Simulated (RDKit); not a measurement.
## Run report: CH₄F₂OSi, geometry relaxation

- system: CH₄F₂OSi
- method: UFF (RDKit 2026.09.1)

The geometry comes from this level: PBE0-D4/def2-TZVP.

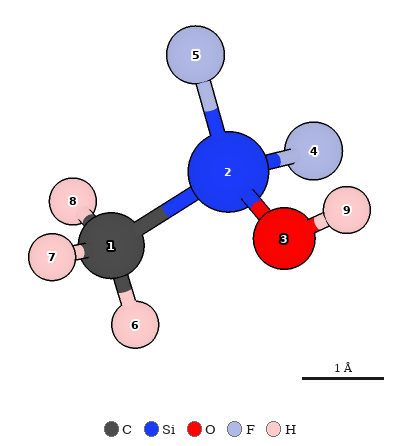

*The structure as given in the input (ball-and-stick view, seen at a tilt; atoms are numbered from 1 in the order of the input).*

**The input (run.py)**
```python
import json
import numpy as np
from rdkit import Chem
from rdkit.Chem import AllChem
from rdkit.Chem import rdDetermineBonds

mol = Chem.MolFromXYZFile("mol.xyz")
rdDetermineBonds.DetermineBonds(mol, charge=0)
print("perceived SMILES:", Chem.MolToSmiles(Chem.RemoveHs(mol)))
symbols = [a.GetSymbol() for a in mol.GetAtoms()]
start = mol.GetConformer().GetPositions().copy()

ff = AllChem.UFFGetMoleculeForceField(mol)
e0 = ff.CalcEnergy()
print(f"start   E = {e0:.5f} kcal/mol")
path, flag, n = [], 1, 0
while flag and n < 2000:
    flag = ff.Minimize(maxIts=50, forceTol=0.0001)
    n += 50
    path.append((n, ff.CalcEnergy(), mol.GetConformer().GetPositions().tolist()))
    print(f"{n:5d}   E = {path[-1][1]:.5f} kcal/mol")
print("converged" if flag == 0 else "iteration limit reached")
final = mol.GetConformer().GetPositions()
for a, p in zip(symbols, final):
    print(f"{a:<2} {p[0]:11.5f} {p[1]:11.5f} {p[2]:11.5f}")
print(f"energy gained {e0 - path[-1][1]:.4f} kcal/mol")
json.dump(dict(symbols=symbols, start=start.tolist(), start_energy=e0, energy=path[-1][1], final=final.tolist(), path=path, success=flag == 0), open("results.json", "w"))
```

**File mol.xyz**
```
9

C     -1.189400     0.338900    -0.162200
Si     0.580100    -0.130700    -0.192500
O      1.083400    -0.479900     1.308000
F      0.827400    -1.374000    -1.151900
F      1.471900     1.032700    -0.807900
H     -1.795500    -0.480100     0.229600
H     -1.342100     1.213300     0.473300
H     -1.540100     0.577500    -1.168100
H      1.992700    -0.743900     1.454700
```

Machine: 1 thread of Intel Xeon (Sapphire Rapids), 16 GiB of memory available, shared host.

Launched with:
```bash
python run.py
```

**Output**
```
perceived SMILES: C[Si](O)(F)F
start   E = 13.94837 kcal/mol
   50   E = -0.50098 kcal/mol
converged
C     -1.21605     0.34722    -0.17070
Si     0.58721    -0.13489    -0.17539
O      1.08504    -0.49767     1.42648
F      0.80246    -1.49149    -1.15378
F      1.50800     1.14383    -0.77622
H     -1.82249    -0.49369     0.22400
H     -1.35839     1.23983     0.47246
H     -1.53854     0.58193    -1.20586
H      2.04116    -0.74127     1.34202
energy gained 14.4493 kcal/mol
```

**Key numbers**

```tsv
quantity	value
outcome	converged
total energy	−0.000798 hartree
peak memory	0.074 GiB
```
